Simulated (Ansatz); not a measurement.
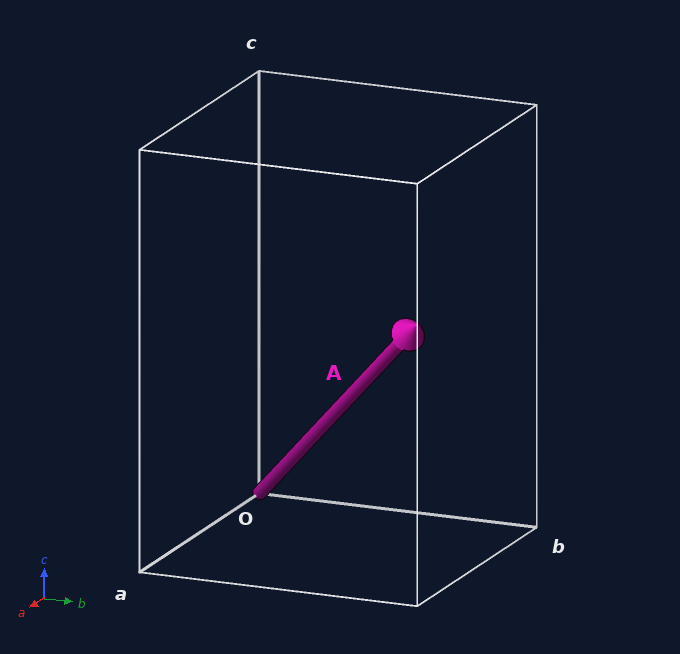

Crystal: Si3C, the input geometry of an electronic-structure calculation (not necessarily at equilibrium); the starting structure was generated, so it need not be a known form of this composition. The arrow starts at a corner of the unit cell and ends on its surface; where a tip isn't a corner, dashed lines run from it parallel to the axes. The drawing is computed from the coordinates (standard cell, symmetry found to 0.002 Å).

a = 3.432 Å, b = 3.432 Å, c = 5.000 Å, α = 90.00°, β = 90.00°, γ = 90.00°.

Q: Index the direction.

A: Arrow A runs from (0, 0, 0) to (1, 1, 2/3), so [3 3 2].

Q: How long is the vector ua + vb + wc?

A: 17.664 Å.

Q: In P-4m2 (No. 115), how many directions are equivalent to A (Laue class 4/mmm, both senses counted)?

A: 8.
